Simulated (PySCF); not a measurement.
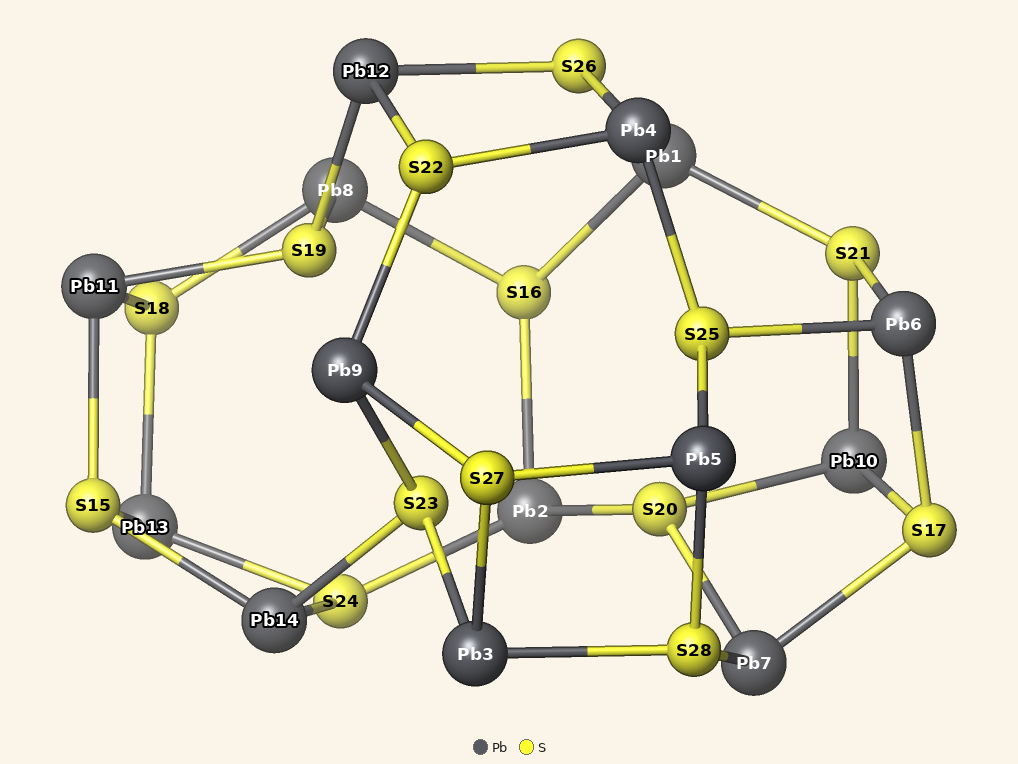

Depth is shown by fading: the farther an atom, the more it takes the colour of the background. Computed geometry: GFN2-xTB optimisation. No frequency run is at hand to confirm it as a minimum.

How is the 4-membered ring Pb4–S22–Pb12–S26 puckered?

Answer. It is puckered (butterfly). The Cremer–Pople amplitude Q is 0.20 Å.

Give the torsion angles round the ring, beginning with the bond from its second to its third atom.

Answer. 9°, −9°, 9°, −9°.
